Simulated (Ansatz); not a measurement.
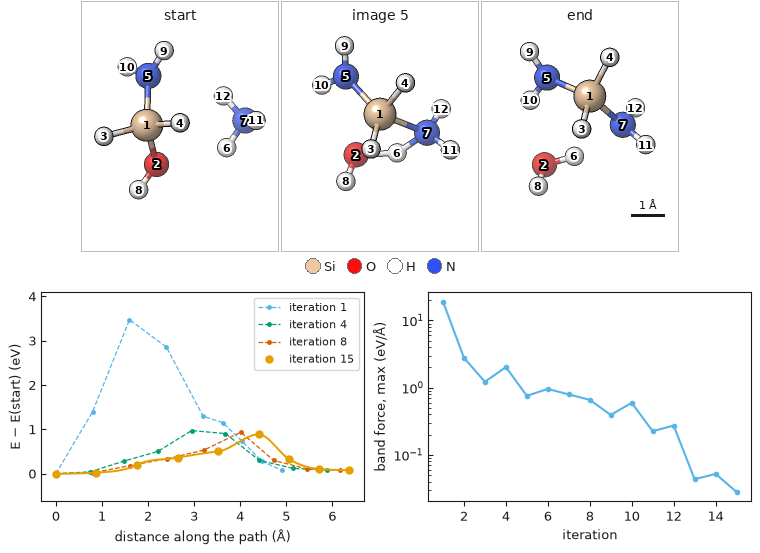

NEB run on SiN₂H₈O, made up of SiNH$_{5}$O and NH3. Images are numbered from 0 (start) to 8 (end). The plot follows the band through its iterations. Style: ball-and-stick. Shown at a tilt.

The calculation used RKS PBE0-D4/def2-SVP (Ansatz). Set-up: 7 movable images; climbing image; force threshold 0.03 eV/Å; iteration limit 60; starting path through a guess of the saddle point.

### Did the band converge, and can the barrier be trusted?

The result is final at these settings. The band converged in 15 iterations. The largest component of the band force went from 19 to 0.028 eV/Å. The climbing image converged on the top of the path. Its vibrational analysis gives one imaginary mode (951i cm⁻¹), as a transition state must have. The first iteration put the highest image at 3.47 eV. Forward barrier 0.89 eV, backward barrier 0.80 eV, with image 5 at the top; the reaction energy is +0.08 eV.

Limits of the set-up: the start holds two separate molecules, 2.3 Å apart at their closest, whose relative position is a soft coordinate.

The run took 6.5 min on 2 threads of Arm Neoverse N1, with other jobs on the host, peak memory 0.21 GiB.
